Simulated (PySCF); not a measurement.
# C₂H₉F₂NSi₃: what the fields show

```yaml
atoms:
  - { symbol: N, position_ang: [2.3667, -0.2889, 0.5356] }
  - { symbol: C, position_ang: [1.5522, 0.5670, -0.3153] }
  - { symbol: C, position_ang: [0.2076, -0.0996, -0.4935] }
  - { symbol: F, position_ang: [0.3898, -1.1473, -1.4420] }
  - { symbol: Si, position_ang: [-1.3128, 0.9536, -1.1291] }
  - { symbol: Si, position_ang: [-2.5560, -0.2809, 0.4224] }
  - { symbol: F, position_ang: [-3.3869, 0.6407, 1.4815] }
  - { symbol: Si, position_ang: [-0.4269, -0.9514, 1.1563] }
  - { symbol: H, position_ang: [3.2651, 0.1375, 0.7370] }
  - { symbol: H, position_ang: [2.5408, -1.1665, 0.0568] }
  - { symbol: H, position_ang: [2.0089, 0.7779, -1.2964] }
  - { symbol: H, position_ang: [1.4028, 1.5173, 0.2043] }
  - { symbol: H, position_ang: [-1.0334, 2.3757, -0.8855] }
  - { symbol: H, position_ang: [-1.4538, 0.7938, -2.5774] }
  - { symbol: H, position_ang: [-3.6427, -1.1719, 0.0119] }
  - { symbol: H, position_ang: [0.1136, -0.2822, 2.3387] }
  - { symbol: H, position_ang: [-0.0421, -2.3628, 1.1850] }
```

Geometry: GFN2-xTB.

The calculation used B3LYP/def2-SVPD, SCF density, gas phase in PySCF.

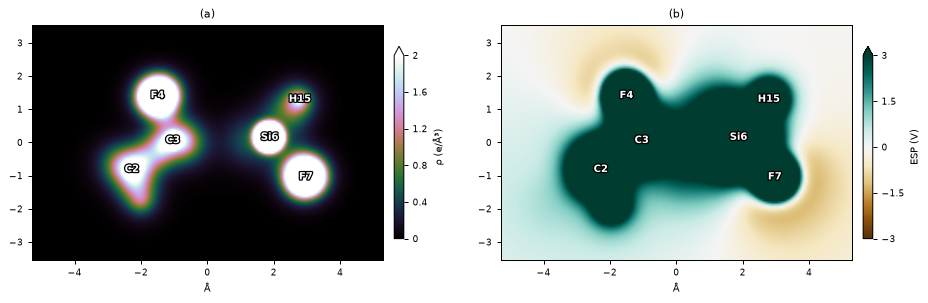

Figure 1. (a) total electron density; (b) electrostatic potential on the plane of atoms F7, Si6 and H15.

Interpret the plot.

Answer.
- The plane passes through C, F, Si and H nuclei.
- C–F (1.42 Å): ρ at the midpoint is about 1.8 e/Å³, with its minimum of 1.4 e/Å³ about 0.5 Å from C.
- C–C (1.51 Å): the density is about 1.7 e/Å³ at the midpoint.
- Si–F (1.63 Å): ρ at the midpoint is about 0.98 e/Å³.
- Outside the dense part of the molecule the potential is most negative (−1.2 V) near F7.

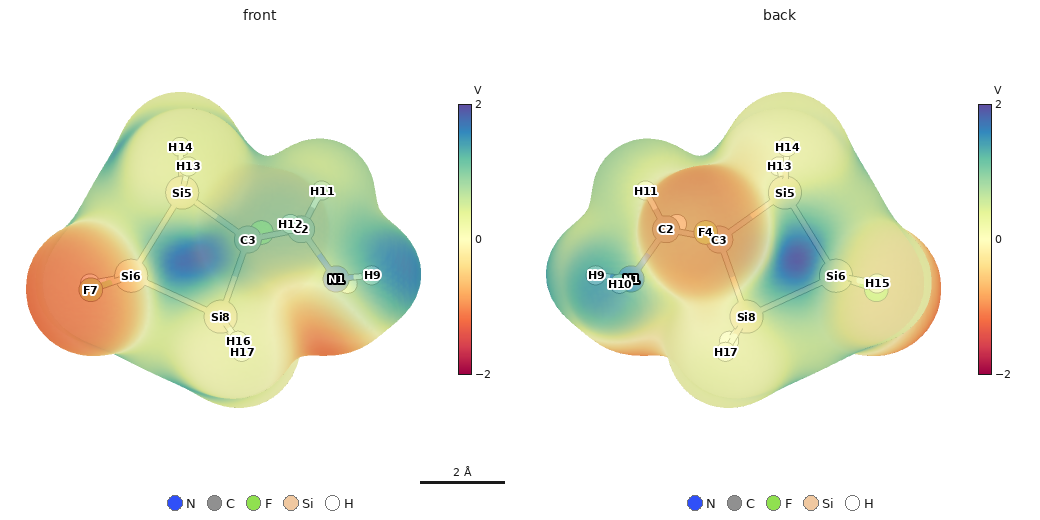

Figure 2. The electrostatic potential painted on the density surface at 0.002 e/bohr³, seen from the front and from behind; the colour scale runs from red (negative) to blue (positive).

Which sites attract a positive test charge, and which a negative one?

Answer. A positive charge is drawn to the negative regions and a negative charge to the positive ones. The most negative region (about −1.2 V) lies over N1 and F7, the most positive (about +1.8 V) over Si5, Si6 and Si8.
